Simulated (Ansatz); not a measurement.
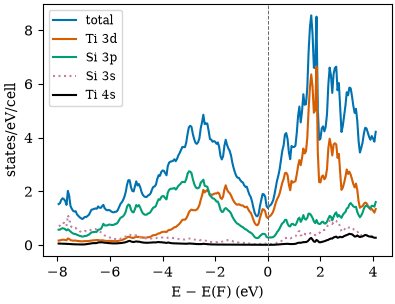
Total and projected density of states of TiSi2 in space group Cmcm (No. 63; Ti on 4c, Si on 4c, Si on 4c), plane-wave PAW PBE (Ansatz code)

### Question
Which orbitals carry the states next to the Fermi level?

### Answer
Within 0.5 eV of the Fermi level: Ti 3d 71 %, Si 3p 21 %. Projections are on Löwdin-orthogonalised atomic valence shells; empty p or d shells of many metals are not among them.

### Question
Where is the tallest occupied peak in this window, and what makes it?

### Answer
Near -2.4 eV, about 4.9 states/eV per cell; the largest projected share is Si 3p.

The PBE relaxation kept the symmetry of its start; of distortions, only those at the zone centre were tested. No spin polarisation was allowed.

Potentials: the later of the program's two PAW sets.
